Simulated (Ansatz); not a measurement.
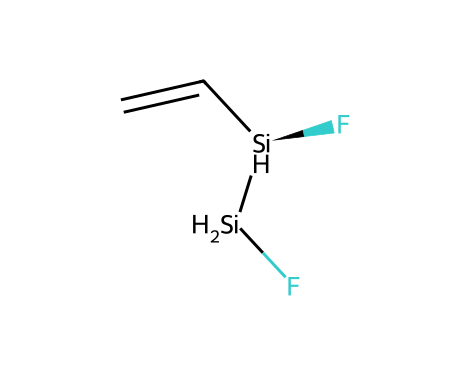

Computed geometry: PBE-D4/def2-SVP optimisation. No frequency run is at hand to confirm it as a minimum. Properties computed with RKS PBE-D4/def2-SVP (Ansatz 0.2.0).

> Give the dipole moment at this level.

0.83 D.

> What is the dispersion correction?

−26.5 kJ/mol.
